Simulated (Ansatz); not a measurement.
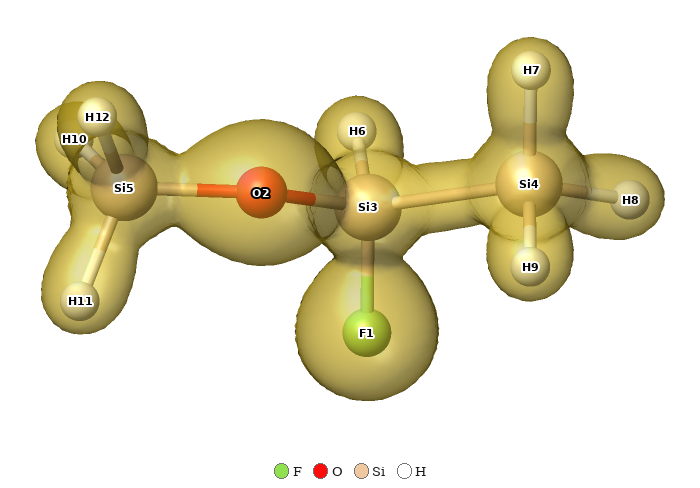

FH$_{7}$OSi$_{3}$. Isosurface of the total electron density at 0.5 e/Å³ (yellow), seen from one side.

Geometry: r2SCAN-D4/def2-SVP.

All numbers below come from isolated molecule in a Gaussian basis; Kohn-Sham density functional theory, functional PBE0 in Ansatz.

Input

```
crystal:
  periodic: [false, false, false]
  atoms:
    - {symbol: F, position_ang: [2.193741, -2.462290, 0.004765]}
    - {symbol: O, position_ang: [0.508707, -1.060760, -1.506865]}
    - {symbol: Si, position_ang: [2.065373, -1.168358, -0.976935]}
    - {symbol: Si, position_ang: [2.534794, 0.758628, 0.262215]}
    - {symbol: Si, position_ang: [-0.714059, -1.743369, -2.410254]}
    - {symbol: H, position_ang: [2.977214, -1.425282, -2.129636]}
    - {symbol: H, position_ang: [2.401046, 1.961243, -0.615752]}
    - {symbol: H, position_ang: [3.924707, 0.711757, 0.809470]}
    - {symbol: H, position_ang: [1.564218, 0.867138, 1.392785]}
    - {symbol: H, position_ang: [-0.139700, -2.469026, -3.582639]}
    - {symbol: H, position_ang: [-1.492156, -2.696183, -1.569501]}
    - {symbol: H, position_ang: [-1.605522, -0.650665, -2.885825]}
basis:
  gaussian: {orbitals: def2-SVPD}
output: {forces: true, orbitals: {seedname: orbitals}}
hamiltonian: {xc: pbe0}
```

Run with:

```sh
ansatz run input.yaml --threads 2 --pin off --max-ram 4350MiB --events-out events.jsonl --progress --plain --runs-dir runs
```

### What does this surface tell about the bonding?

At this value the surface is in one piece. It bridges the sampled Si–F (1.63 Å), Si–O (1.65 Å), Si–Si (2.34 Å) and Si–H (1.49 Å) contacts, where the density stays above the isovalue. On the grid the lowest density along these lines, outside the cores, is 0.84 e/Å³ (Si–F, 1.63 Å), 0.91 e/Å³ (Si–O, 1.65 Å), 0.64 e/Å³ (Si–Si, 2.34 Å) and 0.78 e/Å³ (Si–H, 1.49 Å).
